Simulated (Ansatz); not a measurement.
# BBrClH3O2 (built from SMILES Br.OB(O)Cl): Born-Oppenheimer dynamics

The task is to watch the atoms for 40 steps of 0.5 fs, started with velocities for 300 K and run with a Langevin thermostat, and see to which side of the barrier the system falls.

Method: BLYP-D4/def2-SVP; program: Ansatz 0.2.0, Gaussian basis.

### Step 1. The system as given

The start, a first-order saddle point found at PBE0-D4 in triple zeta: 8 atoms, charge 0, spin multiplicity 1.

Atoms are counted from 1 here; the program's logs count them from 0.

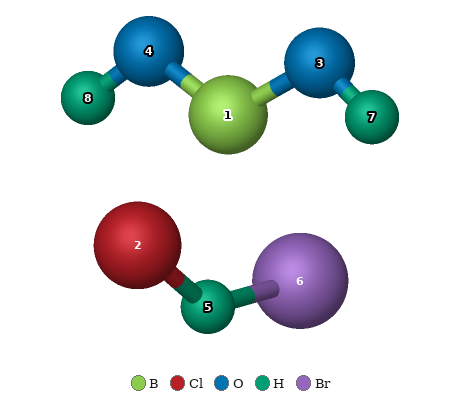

Start geometry, drawn with boron green, chlorine red, oxygen blue, hydrogen teal, bromine purple; atoms are numbered from 1 in the order of the file.

Geometry (Å):

```
B    -0.0710   -0.4822    0.0998
Cl    0.6263    0.6164   -1.6020
O     0.9293   -1.1731    0.6662
O    -1.2788   -1.0147   -0.1372
H     0.2789    1.5532   -0.4601
Br   -0.3045    1.6110    1.1576
H     1.7421   -0.6856    0.8083
H    -1.9222   -0.4248   -0.5326
```

### Step 2. Dynamics

File md/in.yaml:

```yaml
crystal:
  periodic: [false, false, false]
  atoms:
    - {symbol: B, position_ang: [-0.070965, -0.482232, 0.099798]}
    - {symbol: Cl, position_ang: [0.626257, 0.616379, -1.602042]}
    - {symbol: O, position_ang: [0.929262, -1.173144, 0.666226]}
    - {symbol: O, position_ang: [-1.278849, -1.014681, -0.137203]}
    - {symbol: H, position_ang: [0.278861, 1.553150, -0.460056]}
    - {symbol: Br, position_ang: [-0.304515, 1.610958, 1.157579]}
    - {symbol: H, position_ang: [1.742094, -0.685622, 0.808321]}
    - {symbol: H, position_ang: [-1.922245, -0.424808, -0.532623]}
basis:
  gaussian: {orbitals: def2-SVP}
hamiltonian: {xc: {name: BLYP}, dispersion: d4}
md: {n_steps: 40, timestep: 0.5, temperature: 300, ensemble: nvt_langevin, seed: 849, friction: 0.05, initial_velocities: maxwell_boltzmann}
```

On the command line:

```bash
$ ansatz run in.yaml --threads 8 --pin off --events-out ev --progress --plain --max-ram 19148MiB
```

Standard output:

```text
Functional definition: BLYP
  name "BLYP"
  cite "Becke, Phys. Rev. A 38, 3098 (1988) doi:10.1103/PhysRevA.38.3098"
  cite "Lee, Yang & Parr, Phys. Rev. B 37, 785 (1988) doi:10.1103/PhysRevB.37.785"
  parameter beta = 0.0042
  parameter a = 0.04918
  parameter b = 0.132
  parameter c = 0.2533
  parameter d = 0.349
  exchange = b88_x(beta = beta)
  correlation = lyp_c(a = a, b = b, c = c, d = d)
1154 factors; their error is unknown
mean field evaluation 1: about -87365.0129 eV, gradient 7.5e1 eV
mean field evaluation 2: about -87256.3522 eV, gradient 2.0e2 eV
mean field evaluation 4: about -87374.4014 eV, gradient 1.1e1 eV
mean field evaluation 8: about -87374.6592 eV, gradient 2.8e-1 eV
mean field evaluation 16: about -87374.5784 eV, gradient 8.6e-4 eV
mean field -87374.57842300 eV, -3210.9565324287 hartree, gradient 3.7e-5 eV, S^2 0.000000; 0 other end points of the search recorded, 0 dependent functions left out
the calculation of the forces begins
reference -87374.57872252 eV, -3210.9565434360 hartree; 38, 38 occupied and 69, 69 virtual orbitals, 1154 factors
md step     0: t =     0.00 fs  T =   262.5 K  F+E_penalty+E_count = -87375.04443071 eV  E_kin = 0.271446 eV  (30 SCF iters)
these checks for a lower state are left out or cut short: starts, cluster_reference, orbital_swaps, neighbouring_geometries, increment
1154 factors; their error is unknown
mean field -87374.57351162 eV, -3210.9563519390 hartree, gradient 1.9e-5 eV, S^2 0.000000; 0 other end points of the search recorded, 0 dependent functions left out
the calculation of the forces begins
reference -87374.57381129 eV, -3210.9563629515 hartree; 38, 38 occupied and 69, 69 virtual orbitals, 1154 factors
md step     1: t =     0.50 fs  T =   266.7 K  F+E_penalty+E_count = -87375.03943744 eV  E_kin = 0.275776 eV  (28 SCF iters, 3 dispersion substeps)
these checks for a lower state are left out or cut short: starts, cluster_reference, orbital_swaps, neighbouring_geometries, increment
1154 factors; their error is unknown
mean field evaluation 32: about -87374.5599 eV, gradient 1.0e-4 eV
mean field -87374.55991777 eV, -3210.9558523743 hartree, gradient 1.9e-5 eV, S^2 0.000000; 0 other end points of the search recorded, 0 dependent functions left out
the calculation of the forces begins
reference -87374.56021770 eV, -3210.9558633962 hartree; 38, 38 occupied and 69, 69 virtual orbitals, 1154 factors
md step     2: t =     1.00 fs  T =   232.0 K  F+E_penalty+E_count = -87375.02573652 eV  E_kin = 0.239913 eV  (29 SCF iters, 3 dispersion substeps)
[... from here on, the SCF cycles and remarks between the steps are left out ...]
md step     3: t =     1.50 fs  T =   191.5 K  F+E_penalty+E_count = -87375.01122043 eV  E_kin = 0.198077 eV  (29 SCF iters, 3 dispersion substeps)
md step     4: t =     2.00 fs  T =   175.1 K  F+E_penalty+E_count = -87375.00264466 eV  E_kin = 0.181026 eV  (29 SCF iters, 3 dispersion substeps)
md step     5: t =     2.50 fs  T =   161.6 K  F+E_penalty+E_count = -87375.00366937 eV  E_kin = 0.167103 eV  (29 SCF iters, 3 dispersion substeps)
md step     6: t =     3.00 fs  T =   151.1 K  F+E_penalty+E_count = -87375.00886348 eV  E_kin = 0.156271 eV  (29 SCF iters, 3 dispersion substeps)
md step     7: t =     3.50 fs  T =   156.8 K  F+E_penalty+E_count = -87375.01118060 eV  E_kin = 0.162171 eV  (29 SCF iters, 3 dispersion substeps)
md step     8: t =     4.00 fs  T =   137.9 K  F+E_penalty+E_count = -87375.00905952 eV  E_kin = 0.142548 eV  (29 SCF iters, 3 dispersion substeps)
md step     9: t =     4.50 fs  T =   104.3 K  F+E_penalty+E_count = -87375.00220566 eV  E_kin = 0.107886 eV  (29 SCF iters, 3 dispersion substeps)
md step    10: t =     5.00 fs  T =   136.1 K  F+E_penalty+E_count = -87374.99102044 eV  E_kin = 0.140720 eV  (29 SCF iters, 3 dispersion substeps)
md step    11: t =     5.50 fs  T =   156.5 K  F+E_penalty+E_count = -87374.98041478 eV  E_kin = 0.161874 eV  (29 SCF iters, 3 dispersion substeps)
md step    12: t =     6.00 fs  T =   162.0 K  F+E_penalty+E_count = -87374.97353946 eV  E_kin = 0.167512 eV  (29 SCF iters, 3 dispersion substeps)
md step    13: t =     6.50 fs  T =   167.5 K  F+E_penalty+E_count = -87374.97006408 eV  E_kin = 0.173176 eV  (29 SCF iters, 3 dispersion substeps)
md step    14: t =     7.00 fs  T =   156.1 K  F+E_penalty+E_count = -87374.97191116 eV  E_kin = 0.161388 eV  (29 SCF iters, 3 dispersion substeps)
md step    15: t =     7.50 fs  T =   143.7 K  F+E_penalty+E_count = -87374.97735280 eV  E_kin = 0.148591 eV  (29 SCF iters, 3 dispersion substeps)
md step    16: t =     8.00 fs  T =   132.9 K  F+E_penalty+E_count = -87374.98500978 eV  E_kin = 0.137386 eV  (28 SCF iters, 3 dispersion substeps)
md step    17: t =     8.50 fs  T =   181.5 K  F+E_penalty+E_count = -87374.99370356 eV  E_kin = 0.187638 eV  (29 SCF iters, 3 dispersion substeps)
md step    18: t =     9.00 fs  T =   194.1 K  F+E_penalty+E_count = -87374.99756565 eV  E_kin = 0.200739 eV  (29 SCF iters, 3 dispersion substeps)
md step    19: t =     9.50 fs  T =   202.6 K  F+E_penalty+E_count = -87374.99420548 eV  E_kin = 0.209534 eV  (29 SCF iters, 3 dispersion substeps)
md step    20: t =    10.00 fs  T =   245.3 K  F+E_penalty+E_count = -87374.98646291 eV  E_kin = 0.253615 eV  (29 SCF iters, 3 dispersion substeps)
md step    21: t =    10.50 fs  T =   297.9 K  F+E_penalty+E_count = -87374.97677432 eV  E_kin = 0.308091 eV  (29 SCF iters, 3 dispersion substeps)
md step    22: t =    11.00 fs  T =   272.7 K  F+E_penalty+E_count = -87374.96958421 eV  E_kin = 0.282017 eV  (29 SCF iters, 3 dispersion substeps)
md step    23: t =    11.50 fs  T =   277.2 K  F+E_penalty+E_count = -87374.97037014 eV  E_kin = 0.286642 eV  (29 SCF iters, 3 dispersion substeps)
md step    24: t =    12.00 fs  T =   316.2 K  F+E_penalty+E_count = -87374.97839512 eV  E_kin = 0.326963 eV  (28 SCF iters, 3 dispersion substeps)
md step    25: t =    12.50 fs  T =   323.2 K  F+E_penalty+E_count = -87374.99143409 eV  E_kin = 0.334235 eV  (28 SCF iters, 3 dispersion substeps)
md step    26: t =    13.00 fs  T =   347.3 K  F+E_penalty+E_count = -87374.99999984 eV  E_kin = 0.359138 eV  (28 SCF iters, 3 dispersion substeps)
md step    27: t =    13.50 fs  T =   344.9 K  F+E_penalty+E_count = -87374.99403430 eV  E_kin = 0.356654 eV  (28 SCF iters, 3 dispersion substeps)
md step    28: t =    14.00 fs  T =   358.6 K  F+E_penalty+E_count = -87374.97490213 eV  E_kin = 0.370799 eV  (28 SCF iters, 3 dispersion substeps)
md step    29: t =    14.50 fs  T =   301.9 K  F+E_penalty+E_count = -87374.94345863 eV  E_kin = 0.312172 eV  (28 SCF iters, 3 dispersion substeps)
md step    30: t =    15.00 fs  T =   225.1 K  F+E_penalty+E_count = -87374.90670065 eV  E_kin = 0.232786 eV  (29 SCF iters, 3 dispersion substeps)
md step    31: t =    15.50 fs  T =   215.3 K  F+E_penalty+E_count = -87374.88176332 eV  E_kin = 0.222653 eV  (29 SCF iters, 3 dispersion substeps)
md step    32: t =    16.00 fs  T =   188.2 K  F+E_penalty+E_count = -87374.88107102 eV  E_kin = 0.194607 eV  (29 SCF iters, 3 dispersion substeps)
md step    33: t =    16.50 fs  T =   209.8 K  F+E_penalty+E_count = -87374.90116640 eV  E_kin = 0.216914 eV  (29 SCF iters, 3 dispersion substeps)
md step    34: t =    17.00 fs  T =   223.0 K  F+E_penalty+E_count = -87374.92996448 eV  E_kin = 0.230570 eV  (28 SCF iters, 3 dispersion substeps)
md step    35: t =    17.50 fs  T =   244.7 K  F+E_penalty+E_count = -87374.95675332 eV  E_kin = 0.253034 eV  (28 SCF iters, 3 dispersion substeps)
md step    36: t =    18.00 fs  T =   265.3 K  F+E_penalty+E_count = -87374.97003372 eV  E_kin = 0.274362 eV  (29 SCF iters, 3 dispersion substeps)
md step    37: t =    18.50 fs  T =   231.6 K  F+E_penalty+E_count = -87374.95938563 eV  E_kin = 0.239522 eV  (29 SCF iters, 3 dispersion substeps)
md step    38: t =    19.00 fs  T =   199.4 K  F+E_penalty+E_count = -87374.93580220 eV  E_kin = 0.206200 eV  (29 SCF iters, 3 dispersion substeps)
md step    39: t =    19.50 fs  T =   195.1 K  F+E_penalty+E_count = -87374.91879229 eV  E_kin = 0.201727 eV  (29 SCF iters, 3 dispersion substeps)
these checks for a lower state are left out or cut short: starts, cluster_reference, orbital_swaps, neighbouring_geometries, increment
1154 factors; their error is unknown
mean field -87374.45300283 eV, -3210.9519233228 hartree, gradient 2.5e-5 eV, S^2 0.000000; 0 other end points of the search recorded, 0 dependent functions left out
the calculation of the forces begins
reference -87374.45330571 eV, -3210.9519344531 hartree; 38, 38 occupied and 69, 69 virtual orbitals, 1154 factors
1154 factors; their error is unknown
mean field evaluation 320: about -87374.4530 eV, gradient 2.5e-5 eV
mean field -87374.45300283 eV, -3210.9519233228 hartree, gradient 2.5e-5 eV, S^2 0.000000; 1 other end points of the search recorded, 0 dependent functions left out
the calculation of the forces begins
reference -87374.45330571 eV, -3210.9519344531 hartree; 38, 38 occupied and 69, 69 virtual orbitals, 1154 factors
md step    40: t =    20.00 fs  T =   159.2 K  F+E_penalty+E_count = -87374.91584854 eV  E_kin = 0.164645 eV  (31 SCF iters, 3 dispersion substeps)
Total energy: -87374.91615141 eV, -3210.9689437190 hartree
Atom 0 at    -0.098753    -0.453269     0.215494 Å, force    -0.960870    -0.478676    -0.351907 eV/Å
Atom 1 at     0.628341     0.571890    -1.615020 Å, force     0.588375     0.857568    -0.355051 eV/Å
Atom 2 at     0.889385    -1.238180     0.696213 Å, force    -2.588249    -1.042736    -0.122156 eV/Å
Atom 3 at    -1.310317    -0.956872    -0.234749 Å, force    -0.402344     1.602080     0.656457 eV/Å
Atom 4 at     0.423475     1.590100    -0.549860 Å, force     0.013224    -0.445725    -0.518930 eV/Å
Atom 5 at    -0.286331     1.600479     1.164127 Å, force    -0.017007    -0.142319     0.258152 eV/Å
Atom 6 at     1.755975    -0.920065     0.770843 Å, force     2.322328     1.051394     0.217566 eV/Å
Atom 7 at    -1.967857    -0.194359    -0.375129 Å, force     1.044543    -1.401586     0.215869 eV/Å
Dipole moment:     0.157292     0.240181    -0.054273 e Å
```

It took 12 s on 8 threads of Intel Xeon 6975P-C, shared host.

### Step 3. The trajectory

Every 2 steps:

```csv
time (fs),T (K),potential (meV),potential + kinetic (meV),B1–Br6 (Å),Cl2–H5 (Å),B1–Cl2 (Å),H5–Br6 (Å)
0.00,262,0.0,0.0,2.357,1.517,2.142,1.721
1.00,232,18.7,-12.8,2.357,1.516,2.149,1.714
2.00,175,41.8,-48.6,2.356,1.511,2.155,1.712
3.00,151,35.6,-79.6,2.356,1.511,2.161,1.709
4.00,138,35.4,-93.5,2.355,1.512,2.167,1.707
5.00,136,53.4,-77.3,2.354,1.512,2.172,1.702
6.00,162,70.9,-33.0,2.352,1.510,2.176,1.697
7.00,156,72.5,-37.5,2.350,1.508,2.181,1.695
8.00,133,59.4,-74.6,2.350,1.508,2.184,1.695
9.00,194,46.9,-23.8,2.347,1.514,2.186,1.696
10.00,245,58.0,40.1,2.344,1.522,2.188,1.701
11.00,273,74.8,85.4,2.337,1.526,2.191,1.715
12.00,316,66.0,121.6,2.328,1.535,2.194,1.725
13.00,347,44.4,132.1,2.318,1.543,2.197,1.739
14.00,359,69.5,168.9,2.309,1.550,2.199,1.754
15.00,225,137.7,99.1,2.302,1.558,2.200,1.768
16.00,188,163.4,86.5,2.295,1.557,2.204,1.787
17.00,223,114.5,73.6,2.287,1.551,2.207,1.802
18.00,265,74.4,77.3,2.280,1.537,2.210,1.816
19.00,199,108.6,43.4,2.275,1.516,2.215,1.833
20.00,159,128.6,21.8,2.270,1.488,2.220,1.855
```

Energies count from the start.

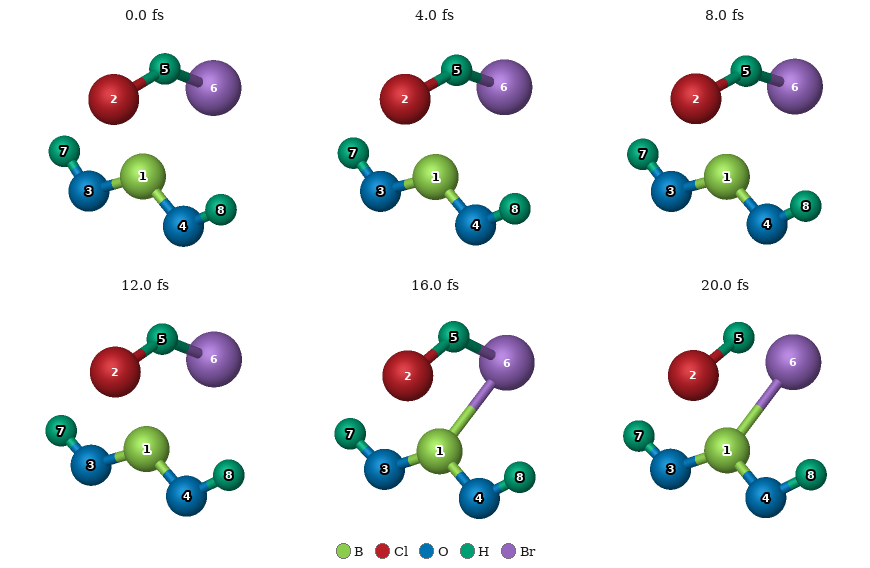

Six frames.

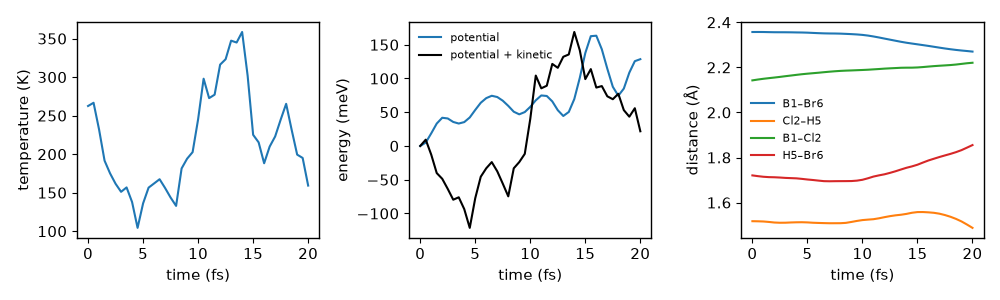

Temperature, energies and the distances followed.

Positions (Å) and forces (eV/Å) at 8.00 fs:

```xyz
8

B    -0.103   -0.494    0.128    1.530   -0.081    0.492
Cl    0.623    0.609   -1.612    0.282   -0.081   -0.632
O     0.924   -1.197    0.693   -0.319    0.008   -0.100
O    -1.302   -0.986   -0.170    0.198   -1.343    0.526
H     0.279    1.488   -0.436    0.124    0.395   -0.223
Br   -0.285    1.610    1.158   -0.251    0.199    0.646
H     1.796   -0.787    0.875   -0.614    0.051   -0.222
H    -1.934   -0.362   -0.497   -0.950    0.853   -0.487
```

Positions (Å) and forces (eV/Å) at 20.00 fs:

```xyz
8

B    -0.099   -0.453    0.215   -0.961   -0.479   -0.352
Cl    0.628    0.572   -1.615    0.588    0.858   -0.355
O     0.889   -1.238    0.696   -2.588   -1.043   -0.122
O    -1.310   -0.957   -0.235   -0.402    1.602    0.656
H     0.423    1.590   -0.550    0.013   -0.446   -0.519
Br   -0.286    1.600    1.164   -0.017   -0.142    0.258
H     1.756   -0.920    0.771    2.322    1.051    0.218
H    -1.968   -0.194   -0.375    1.045   -1.402    0.216
```

### Step 4. Summary of results

```
                                                 quantity              value
                                                   length  40 steps, 20.0 fs
                                 temperature at the start              262 K
                            mean temperature, second half              259 K
lowest and highest potential energy, from the first frame      0 and 163 meV
                    largest change of potential + kinetic          168.9 meV
```

In words: By the last frame it has moved towards the side where B1–Br6, Cl2–H5 form. The thermostat trades energy with the molecule, so the sum of potential and kinetic energy isn't conserved: it changes by +22 meV over the run. With 8 atoms the instant temperature spans 104 to 359 K. Under Langevin the temperature counts 3N degrees of freedom, more than the drawn velocities fill, so it starts at 262 K, not 300 K.
